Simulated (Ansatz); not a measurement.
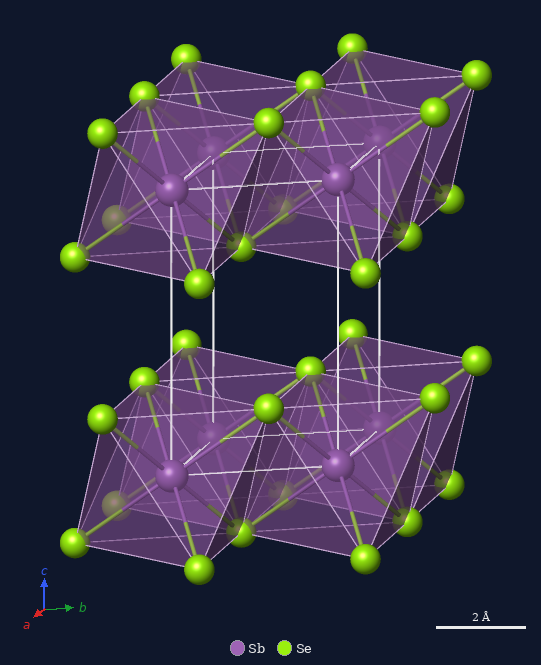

A polyhedral rendering, viewed slightly off an axis. The lines enclose the conventional unit cell; boundary atoms appear with their images. Some neighbours outside the box are added.

SbSe$_{2}$, cadmium iodide (CdI₂, 1T) type, space group P-3m1 (No. 164), a = 3.892 Å, b = 3.892 Å, c = 6.600 Å, α = 90.00°, β = 90.00°, γ = 120.00°. The model was built from a structure type filled with these elements by a generator (whether the compound takes this form wasn't checked). Earlier steps of the study may have refined or changed the cell and positions. It went into a calculation with Ansatz.

This one geometry was computed with Ansatz (DFT, plane waves, PAW) at three levels of theory: PBE with spin-orbit coupling, PBEsol and PBE.

Q: Which level gives the highest pressure at this volume, and what does that say about its equilibrium volume?

A: Highest: PBE with spin-orbit coupling (0.1 GPa) and PBE (0.0 GPa), which points to the largest equilibrium volume. Lowest, with the smallest volume: PBEsol (-2.5 GPa). Levels within 0.5 GPa of each other can't be told apart.

Q: How does the band gap change with the level of theory?

A: All levels give a metal.

Q: Collect the results in a table.

A:
| level | cutoff (eV) | k-mesh of the run's cell | gap (eV) | pressure (GPa) |
| --- | --- | --- | --- | --- |
| PBE with spin-orbit coupling | 420 | 12×12×8 | metal | 0.1 |
| PBEsol | 420 | 12×12×8 | metal | -2.5 |
| PBE | 420 | 12×12×8 | metal | 0.0 |

Gaps are taken on the k-mesh or band path of each run.
